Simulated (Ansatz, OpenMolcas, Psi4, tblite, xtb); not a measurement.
## How methods differ on SiH2O2F2 (SMILES O[Si](O)(F)F)

SiH2O2F2: 7 atoms, total charge 0, spin state singlet. SMILES: `O[Si](O)(F)F`. The coordinates come from a PBE0-D4/def2-TZVP relaxation. This is one conformer, not always the lowest.

```jsonl
{"atom": "O", "x (Å)": "-1.1230", "y (Å)": "0.4438", "z (Å)": "0.8905"}
{"atom": "Si", "x (Å)": "-0.0111", "y (Å)": "-0.0181", "z (Å)": "-0.1773"}
{"atom": "O", "x (Å)": "1.3212", "y (Å)": "-0.3866", "z (Å)": "0.6467"}
{"atom": "F", "x (Å)": "-0.4835", "y (Å)": "-1.2627", "z (Å)": "-1.0336"}
{"atom": "F", "x (Å)": "0.2380", "y (Å)": "1.1318", "z (Å)": "-1.2361"}
{"atom": "H", "x (Å)": "-1.8293", "y (Å)": "1.0223", "z (Å)": "0.6022"}
{"atom": "H", "x (Å)": "1.9489", "y (Å)": "-0.9985", "z (Å)": "0.2620"}
```

Quantity: the dipole moment, in D. The values are calculated.

| level | kind | program | value (D) | CPU time |
| --- | --- | --- | --- | --- |
| GFN1-xTB | semi-empirical | tblite | 0.63 | under 2 s |
| GFN0-xTB | semi-empirical | xtb | 0.63 | under 2 s |
| IPEA1-xTB | semi-empirical | tblite | 0.51 | under 2 s |
| HF/ANO-R0 (sfX2C) | Hartree–Fock | OpenMolcas | 0.56 | 5.5 s |
| HF/STO-3G | Hartree–Fock | Ansatz | 0.89 | 0.69 s |
| HF-3c/MINIX (density fitting) | Hartree–Fock | Psi4 | 0.50 | 3.6 s |
| HF/3-21G | Hartree–Fock | Ansatz | 0.92 | 1.1 s |
| HF/ANO-XS-VDZ (DKH2, RICD fitting) | Hartree–Fock | OpenMolcas | 0.80 | 2.5 s |
| MP2/STO-3G | perturbation theory | Ansatz | 0.87 | 0.77 s |

The values span 0.50 to 0.92 D. Magnitudes only. Sets without polarisation functions give poor dipoles. In so small a basis fixed costs decide the times, and correlated methods can beat functionals. Times are those of the runs behind each value, whatever else they computed, on shared processors of several kinds: orders of magnitude only.

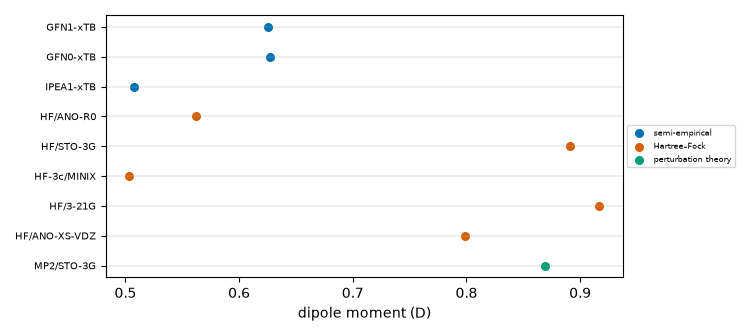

The values of the table, level by level.
